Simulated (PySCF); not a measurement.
| atom | x (Å) | y (Å) | z (Å) |
| --- | --- | --- | --- |
| C | -1.1332 | -0.1728 | 0.1440 |
| C | 0.2803 | -0.0073 | -0.3260 |
| F | 0.4535 | -0.5494 | -1.5739 |
| C | 1.4154 | 0.1076 | 0.5543 |
| S | 1.0594 | 1.6635 | -0.1011 |
| H | -1.8244 | 0.2634 | -0.5746 |
| H | -1.2606 | 0.3046 | 1.1107 |
| H | -1.3514 | -1.2370 | 0.2341 |
| H | 2.3747 | -0.3666 | 0.5074 |

Geometry: GFN2-xTB.

Computed with UKS B3LYP, pcH-1 on C F H S, non-relativistic, mean-field spin-orbit, GIAO in PySCF 2.14.0, density-fitted response routines.

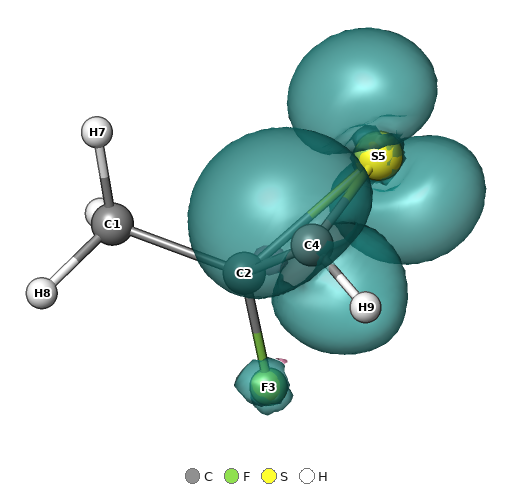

C3H4FS (doublet). Isosurfaces of the spin density (α minus β) at +0.03 (teal) and −0.03 e/Å³ (pink), seen at a tilt.

Q: Describe the spin distribution.

A: The unpaired spin (1 electron) lies mostly on C4 (about 0.6) and S5 (about 0.3), in electrons by Hirshfeld's partition.
